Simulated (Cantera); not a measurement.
Charge: 1 mol AlI₃, a varied amount of NH₃, 170 mol N₂, at 1023 K and 0.270 Torr.

Cantera equilibrium calculation (NASA polynomials, part measured and part estimated; ideal gas, pure solids and liquids). Candidate condensed phases: Al, AlI₃, AlN, I₂; 19 gas species. Equilibrium is a limit: real reactors are often held back by kinetics, nucleation or transport.

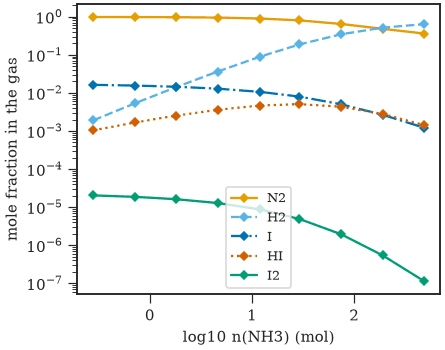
Figure. Equilibrium gas composition (values under 1e-9 drawn at 1e-9)

Q: Read off the mole fractions at 4.6 mol NH₃.

A: N₂ about 0.95, H₂ about 0.036, I about 0.013, HI about 0.0036, I₂ about 1.3e-5.
